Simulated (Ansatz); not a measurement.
Take TiSi₂ (space group Fddd, No. 70; a = 4.8062 Å, b = 8.2649 Å, c = 8.5648 Å) as the base. Axes: x, y, z lie along a, b, c of the conventional cell.

Structures relaxed with PBE/PAW in Ansatz (a program for electronic structure), spin-orbit coupling left out, earlier PAW set.

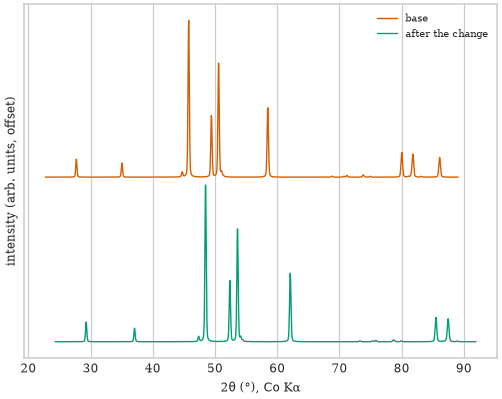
Fig. 1. Simulated powder patterns before (top) and after one change

Question: What was done to the base?
A) uniaxial strain ε_yy = −1.61 %
B) isotropic strain +4.09 %
C) biaxial strain −0.52 %, plane normal [001], relaxed out of plane
D) isotropic strain −5.29 %

Answer: D, isotropic strain −5.29 %. Its volume per atom is 12.04 Å³ against 14.18 Å³, and its space group is Fddd (No. 70).

Stability against distortions was not tested. All final runs are without spin polarisation.
